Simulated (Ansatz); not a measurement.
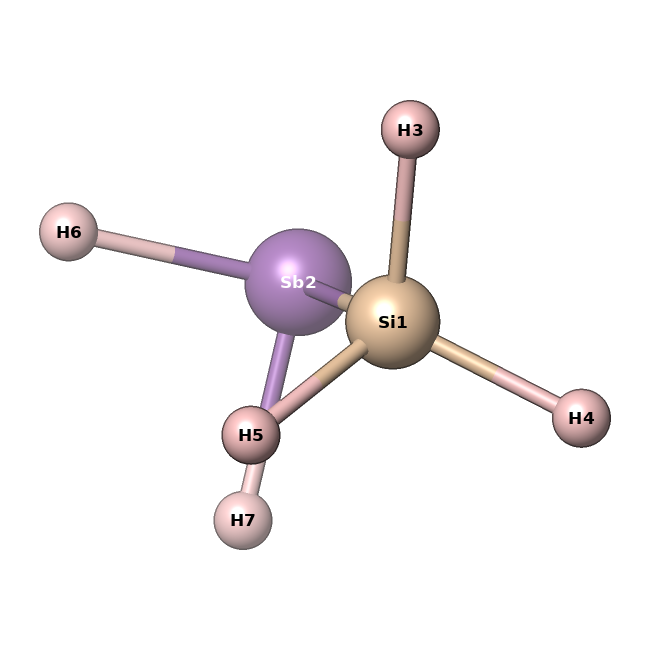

Sb2 lies behind Si1. The molecule seen a little off the Si1–Sb2 bond, Si1 in front. Distant atoms are faded towards the background colour. The computed structure is the end point of a PBE-D4/def2-SVP optimisation. No frequency run is at hand to confirm it as a minimum.

### What is the torsion angle H3–Si1–Sb2–H6? The sign is positive where the front bond must turn clockwise to cover the back bond.

−76°, synclinal (gauche).
